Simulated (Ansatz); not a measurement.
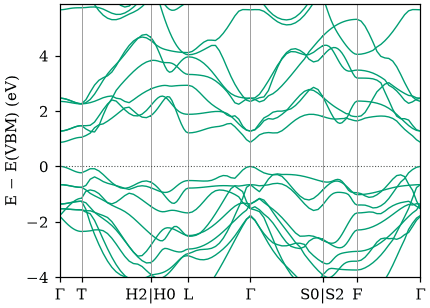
Band structure from plane-wave PAW r²SCAN (Ansatz code)

Question: Read off the gap and where the band edges lie.

Answer: About 0.9 eV (0.87 eV by a search for the band edges); maximum at Γ, minimum at Γ.

The material is Bi$_{2}$Te$_{3}$ in space group R-3m (No. 166; Bi on 6c, Te on 6c, Te on 3a).

The r²SCAN relaxation kept the symmetry of its start. A crystal of weakly bound layers computed without a dispersion correction: the cell and the soft elastic constants depend strongly on that. Scalar-relativistic: spin–orbit coupling is off unless named, which matters more the heavier the elements.

Potentials: the later of the program's two PAW sets.
